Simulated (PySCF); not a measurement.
# C₄H₆BF: NMR shifts at several levels of theory, part 2 of 2

PySCF 2.14.0. Atoms count from 0.

**8. NMR shieldings: wB97X-D/pcSseg-2**

The job: settings as JSON, then the geometry in Å.

```
{"job": {"kind": "nmr", "xc": "wB97X-D", "basis": "pcSseg-2", "pop": false}, "charge": 0, "multiplicity": 1}
C     -2.623699    -0.115903     0.943455
C     -1.465264    -0.208804     0.341989
C     -0.303533    -0.302104    -0.257608
C      0.933074    -0.918738     0.330239
B      2.185555     0.021986     0.378718
F      3.217311    -0.323055     1.135169
H     -2.875158     0.748608     1.567703
H     -3.383752    -0.898713     0.840769
H     -0.218549     0.122745    -1.267494
H      1.258168    -1.777997    -0.295346
H      0.740647    -1.346763     1.327576
H      2.300608     1.042824    -0.265446
```

Level: GIAO wB97X-D/pcSseg-2 NMR shielding, non-relativistic, gas phase.

The log of the run:

```text
coarse grid: 10240 points
cycle   1  E = -280.6753395923  dE =  7.194e-01  |g| = 5.365e-01  |ddm| = 2.345e+00
cycle   2  E = -280.6791283453  dE = -3.789e-03  |g| = 6.162e-01  |ddm| = 5.697e-01
cycle   3  E = -280.7316111021  dE = -5.248e-02  |g| = 4.961e-02  |ddm| = 2.812e-01
cycle   4  E = -280.7321551740  dE = -5.441e-04  |g| = 2.257e-02  |ddm| = 6.620e-02
cycle   5  E = -280.7322909872  dE = -1.358e-04  |g| = 4.590e-03  |ddm| = 2.746e-02
cycle   6  E = -280.7322965922  dE = -5.605e-06  |g| = 2.059e-03  |ddm| = 6.580e-03
final grid: 99880 points
cycle   7  E = -280.7354015435  dE = -2.390e-04  |g| = 7.235e-03  |ddm| = 7.092e-02
cycle   8  E = -280.7354016011  dE = -5.753e-08  |g| = 7.641e-03  |ddm| = 9.950e-03
cycle   9  E = -280.7354118113  dE = -1.021e-05  |g| = 7.683e-04  |ddm| = 4.160e-03
cycle  10  E = -280.7354119127  dE = -1.014e-07  |g| = 3.425e-04  |ddm| = 1.014e-03
cycle  11  E = -280.7354119420  dE = -2.931e-08  |g| = 4.276e-05  |ddm| = 2.935e-04
cycle  12  E = -280.7354119430  dE = -9.898e-10  |g| = 1.868e-05  |ddm| = 1.199e-04
converged SCF energy = -280.7354119430

GIAO shielding tensors (ppm)
atom      isotropic    diamagn.    paramagn.     s11        s22        s33       span
  0 C      103.391     255.556    -152.166     13.871    126.476    169.824    155.953
  1 C      -44.932     265.279    -310.211    -80.428    -54.577      0.208     80.636
  2 C       90.340     255.971    -165.631      1.143    110.008    159.870    158.727
  3 C      157.873     241.898     -84.025    147.018    155.146    171.455     24.437
  4 B       43.860     191.571    -147.711    -16.309     65.955     81.934     98.243
  5 F      195.160     462.881    -267.720     17.460     88.548    479.473    462.013
  6 H       26.502      30.676      -4.175     24.721     25.174     29.609      4.888
  7 H       26.483      29.109      -2.626     24.723     25.141     29.585      4.862
  8 H       25.809      32.169      -6.360     23.569     26.387     27.471      3.902
  9 H       29.795      28.388       1.407     25.258     29.150     34.979      9.721
 10 H       29.470      29.328       0.143     25.645     30.075     32.691      7.046
 11 H       25.900      29.185      -3.285     24.391     24.556     28.751      4.360
```

Run time: 50 s. Hardware: 1 thread of Arm Neoverse V1, shared host; peak memory 1.3 GiB.

In short: δ C1 229.3, C2 94.1, C0 81.0, C3 26.5, H8 5.55, H11 5.46 ppm.

**9. NMR shieldings: LC-wPBE/pcSseg-2**

Same as in step 8 but for these lines:

```diff
@@ -1,2 +1,2 @@
-{"job": {"kind": "nmr", "xc": "wB97X-D", "basis": "pcSseg-2", "pop": false}, "charge": 0, "multiplicity": 1}
+{"job": {"kind": "nmr", "xc": "LC-wPBE", "basis": "pcSseg-2", "pop": false}, "charge": 0, "multiplicity": 1}
 C     -2.623699    -0.115903     0.943455
```

With the program's defaults for keys left out, this is: GIAO LC-wPBE/pcSseg-2 NMR shielding, non-relativistic, gas phase.

The log of the run:

```text
coarse grid: 10240 points
cycle   1  E = -280.5739448869  dE =  8.121e-01  |g| = 5.361e-01  |ddm| = 2.327e+00
cycle   2  E = -280.5887245152  dE = -1.478e-02  |g| = 5.856e-01  |ddm| = 5.258e-01
cycle   3  E = -280.6343855262  dE = -4.566e-02  |g| = 4.799e-02  |ddm| = 2.489e-01
cycle   4  E = -280.6351072618  dE = -7.217e-04  |g| = 1.795e-02  |ddm| = 7.475e-02
cycle   5  E = -280.6352008180  dE = -9.356e-05  |g| = 4.131e-03  |ddm| = 2.422e-02
cycle   6  E = -280.6352064459  dE = -5.628e-06  |g| = 1.584e-03  |ddm| = 6.483e-03
final grid: 99880 points
cycle   7  E = -280.6376394667  dE = -1.408e-04  |g| = 5.447e-03  |ddm| = 6.068e-02
cycle   8  E = -280.6376415259  dE = -2.059e-06  |g| = 4.950e-03  |ddm| = 6.308e-03
cycle   9  E = -280.6376454415  dE = -3.916e-06  |g| = 7.226e-04  |ddm| = 2.574e-03
cycle  10  E = -280.6376455188  dE = -7.734e-08  |g| = 2.566e-04  |ddm| = 6.691e-04
cycle  11  E = -280.6376455333  dE = -1.446e-08  |g| = 4.470e-05  |ddm| = 2.368e-04
cycle  12  E = -280.6376455339  dE = -6.069e-10  |g| = 1.944e-05  |ddm| = 7.182e-05
converged SCF energy = -280.6376455339

GIAO shielding tensors (ppm)
atom      isotropic    diamagn.    paramagn.     s11        s22        s33       span
  0 C      103.937     255.337    -151.399      9.034    127.954    174.824    165.790
  1 C      -44.846     264.378    -309.225    -84.551    -58.911      8.923     93.475
  2 C       91.836     255.644    -163.808     -2.713    112.940    165.281    167.994
  3 C      162.346     240.141     -77.796    150.505    160.863    175.669     25.164
  4 B       38.497     191.218    -152.720    -28.520     61.056     82.956    111.476
  5 F      188.728     463.787    -275.058      9.808     71.981    484.396    474.588
  6 H       26.460      30.768      -4.308     24.766     25.005     29.609      4.843
  7 H       26.442      29.297      -2.855     24.766     24.975     29.585      4.819
  8 H       25.756      31.973      -6.216     23.576     26.445     27.249      3.673
  9 H       29.835      28.435       1.400     25.191     29.086     35.228     10.036
 10 H       29.430      29.181       0.249     25.372     29.990     32.928      7.557
 11 H       25.747      29.171      -3.425     24.159     24.365     28.716      4.557
```

It took 62 s on 1 thread of Arm Neoverse V1, shared host; peak memory 1.2 GiB.

In short: δ C1 233.1, C2 96.5, C0 84.4, C3 26.0, H11 5.57, H8 5.56 ppm.

**10. Nuclear shieldings: PBE0/6-31G**

Same as in step 9 but for these lines:

```diff
@@ -1,2 +1,2 @@
-{"job": {"kind": "nmr", "xc": "LC-wPBE", "basis": "pcSseg-2", "pop": false}, "charge": 0, "multiplicity": 1}
+{"job": {"kind": "nmr", "xc": "PBE0", "basis": "6-31G", "pop": true}, "charge": 0, "multiplicity": 1}
 C     -2.623699    -0.115903     0.943455
```

Method: GIAO PBE0/6-31G NMR shielding, non-relativistic, gas phase.

The log of the run:

```text
coarse grid: 10240 points
cycle   1  E = -280.3011569517  dE =  6.446e-01  |g| = 5.184e-01  |ddm| = 3.270e+00
cycle   2  E = -280.2629564636  dE =  3.820e-02  |g| = 7.368e-01  |ddm| = 1.084e+00
cycle   3  E = -280.3565494447  dE = -9.359e-02  |g| = 8.457e-02  |ddm| = 6.557e-01
cycle   4  E = -280.3581595451  dE = -1.610e-03  |g| = 1.924e-02  |ddm| = 1.066e-01
cycle   5  E = -280.3582269940  dE = -6.745e-05  |g| = 1.007e-02  |ddm| = 2.805e-02
cycle   6  E = -280.3582553545  dE = -2.836e-05  |g| = 1.539e-03  |ddm| = 1.197e-02
cycle   7  E = -280.3582560072  dE = -6.527e-07  |g| = 4.779e-04  |ddm| = 2.236e-03
final grid: 99880 points
cycle   8  E = -280.3226362844  dE = -1.480e-05  |g| = 5.176e-03  |ddm| = 1.608e-02
cycle   9  E = -280.3226371715  dE = -8.871e-07  |g| = 4.988e-03  |ddm| = 1.159e-02
cycle  10  E = -280.3226440979  dE = -6.926e-06  |g| = 5.886e-04  |ddm| = 5.759e-03
cycle  11  E = -280.3226441751  dE = -7.724e-08  |g| = 1.382e-04  |ddm| = 6.589e-04
cycle  12  E = -280.3226441796  dE = -4.449e-09  |g| = 4.620e-05  |ddm| = 1.735e-04
cycle  13  E = -280.3226441801  dE = -5.588e-10  |g| = 1.343e-05  |ddm| = 5.837e-05
converged SCF energy = -280.3226441801

GIAO shielding tensors (ppm)
atom      isotropic    diamagn.    paramagn.     s11        s22        s33       span
  0 C      125.478     267.420    -141.942     48.540    143.811    184.084    135.544
  1 C       -6.217     249.459    -255.676    -33.553    -12.379     27.280     60.833
  2 C      116.396     265.861    -149.465     41.349    131.864    175.975    134.626
  3 C      173.098     249.082     -75.984    160.488    173.503    185.304     24.815
  4 B       59.301     193.922    -134.620     -0.052     80.142     97.814     97.866
  5 F      169.841     463.688    -293.846    -27.113     45.669    490.967    518.079
  6 H       27.765      31.546      -3.782     25.838     26.565     30.892      5.054
  7 H       27.748      29.678      -1.930     25.810     26.548     30.887      5.077
  8 H       27.140      31.625      -4.485     24.442     28.169     28.810      4.368
  9 H       30.887      29.123       1.765     26.307     29.735     36.620     10.312
 10 H       30.654      30.370       0.284     26.494     30.780     34.689      8.195
 11 H       26.117      29.170      -3.053     23.739     25.460     29.152      5.414
```

Wall time 5.2 s (1 thread of Arm Neoverse V1, shared host); peak memory 0.43 GiB.

This run: δ C1 205.8, C2 83.1, C0 74.1, C3 26.4, H11 6.50, H8 5.47 ppm.

**11. Nuclear shieldings: PBE0/STO-3G**

Same as in step 10 but for these lines:

```diff
@@ -1,2 +1,2 @@
-{"job": {"kind": "nmr", "xc": "PBE0", "basis": "6-31G", "pop": true}, "charge": 0, "multiplicity": 1}
+{"job": {"kind": "nmr", "xc": "PBE0", "basis": "STO-3G", "pop": true}, "charge": 0, "multiplicity": 1}
 C     -2.623699    -0.115903     0.943455
```

Level: GIAO PBE0/STO-3G NMR shielding, non-relativistic, gas phase.

The log of the run:

```text
coarse grid: 10240 points
cycle   1  E = -276.7355304558  dE =  6.642e-01  |g| = 3.703e-01  |ddm| = 4.516e+00
cycle   2  E = -276.6878238669  dE =  4.771e-02  |g| = 6.002e-01  |ddm| = 1.188e+00
cycle   3  E = -276.7912312299  dE = -1.034e-01  |g| = 4.939e-02  |ddm| = 6.609e-01
cycle   4  E = -276.7918727383  dE = -6.415e-04  |g| = 2.293e-02  |ddm| = 9.136e-02
cycle   5  E = -276.7920116063  dE = -1.389e-04  |g| = 9.206e-03  |ddm| = 3.737e-02
cycle   6  E = -276.7920391060  dE = -2.750e-05  |g| = 1.482e-03  |ddm| = 1.298e-02
cycle   7  E = -276.7920397337  dE = -6.277e-07  |g| = 3.850e-04  |ddm| = 2.099e-03
final grid: 99880 points
cycle   8  E = -276.7663703778  dE = -6.209e-06  |g| = 2.609e-03  |ddm| = 1.127e-02
cycle   9  E = -276.7663703202  dE =  5.758e-08  |g| = 2.717e-03  |ddm| = 6.977e-03
cycle  10  E = -276.7663726197  dE = -2.299e-06  |g| = 5.441e-04  |ddm| = 3.829e-03
cycle  11  E = -276.7663727125  dE = -9.283e-08  |g| = 9.940e-05  |ddm| = 7.442e-04
cycle  12  E = -276.7663727156  dE = -3.143e-09  |g| = 2.323e-05  |ddm| = 1.509e-04
cycle  13  E = -276.7663727158  dE = -1.509e-10  |g| = 8.253e-06  |ddm| = 3.446e-05
converged SCF energy = -276.7663727158

GIAO shielding tensors (ppm)
atom      isotropic    diamagn.    paramagn.     s11        s22        s33       span
  0 C      157.937     254.431     -96.494     86.351    172.810    214.651    128.300
  1 C       58.157     265.049    -206.893     35.210     63.178     76.082     40.872
  2 C      150.682     254.289    -103.607     83.566    161.982    206.498    122.933
  3 C      213.037     242.939     -29.901    203.786    214.068    221.258     17.472
  4 B       78.459     199.630    -121.172     40.937     69.623    124.816     83.878
  5 F      195.893     449.957    -254.063    -52.845     14.236    626.289    679.134
  6 H       28.146      30.819      -2.673     26.300     26.391     31.747      5.447
  7 H       28.098      29.640      -1.542     26.263     26.339     31.692      5.429
  8 H       27.657      32.214      -4.557     24.872     28.393     29.706      4.834
  9 H       31.349      29.232       2.118     26.364     28.709     38.975     12.611
 10 H       30.737      30.621       0.117     25.529     29.871     36.813     11.284
 11 H       26.945      31.008      -4.063     24.347     26.628     29.861      5.514
```

Run time: 2.8 s. Hardware: 1 thread of Arm Neoverse V1, shared host; peak memory 0.41 GiB.

Key values: δ C1 176.5, C2 84.0, C0 76.8, C3 21.7, H11 5.66, H8 4.95 ppm.

**12. Side by side: NMR shifts**

Shifts (ppm) of some atoms, chosen among heavy atoms and hydrogens apart, with basis size and wall time:

```csv
run,C1,C2,C0,H8,H11,B4,F5,functions,time
PBE0/pcSseg-2,228.5,92.9,80.0,5.64,5.59,58.2,-7.3,300,39 s
mPW1PW91/pcSseg-2,228.9,93.1,80.2,5.62,5.55,57.8,-8.4,300,38 s
WP04/pcSseg-2,231.3,94.5,80.9,5.40,4.92,56.3,-36.3,300,40 s
B97-2/pcSseg-2,224.3,91.5,78.4,5.59,5.47,55.4,-16.6,300,39 s
BHandHLYP/pcSseg-2,232.5,93.7,80.0,5.56,5.31,57.8,-9.0,300,38 s
CAM-B3LYP/pcSseg-2,232.6,94.4,80.6,5.56,5.55,60.3,1.0,300,52 s
wB97X-D/pcSseg-2,229.3,94.1,81.0,5.55,5.46,56.1,-8.7,300,50 s
LC-wPBE/pcSseg-2,233.1,96.5,84.4,5.56,5.57,60.5,14.9,300,62 s
PBE0/6-31G,205.8,83.1,74.1,5.47,6.50,53.9,7.5,66,5.2 s
PBE0/STO-3G,176.5,84.0,76.8,4.95,5.66,50.3,108.5,36,2.8 s
```

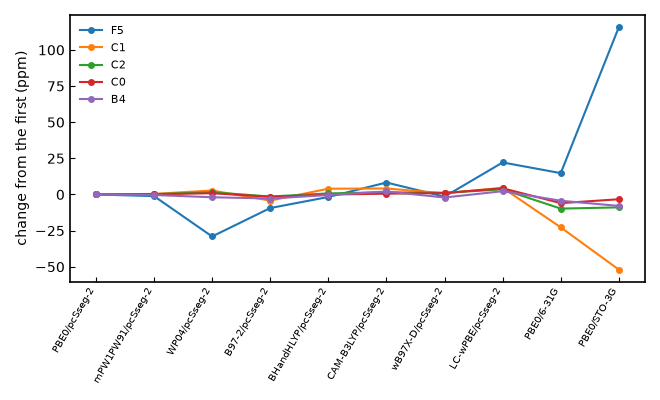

How five of the tabulated atoms move from run to run.

**13. What came out**

What follows sums up all 2 parts.

| quantity | value |
| --- | --- |
| ¹³C shifts against TMS (PBE0/pcSseg-2) | 228.5, 92.9, 80.0, 27.8 ppm |
| ¹H shifts against TMS (PBE0/pcSseg-2, means over atoms taken as alike) | 5.64, 5.59, 4.90, 1.81 ppm |
| ¹¹B shifts against BF3·OEt2 (PBE0/pcSseg-2) | 58.2 ppm |
| ¹⁹F shifts against CFCl3 (PBE0/pcSseg-2) | -7.3 ppm |
| range of the shift of F5 (minimal bases aside) | -36.3 to 14.9 ppm |
| property runs in this session | 10, of which 0 failed and 1 gave unsound results |

What this shows: Single values in the summary come from the first sound run of each kind (PBE0/pcSseg-2), which need not be the best level. C1 (central carbon of an allene) lies farthest downfield among carbon, at 228.5 ppm; the central sp carbon of an allene is among the most deshielded carbons of hydrocarbons. At PBE0/pcSseg-2: Shielding is most anisotropic at F5 (span 474 ppm, paramagnetic term -281 ppm). Leaving out the minimal-basis runs, which are unusable for shieldings: In ppm, F5 moves most: its shift spreads over 51.2 ppm, from -36.3 (WP04/pcSseg-2) to 14.9 (LC-wPBE/pcSseg-2). Part of that comes from the computed reference.
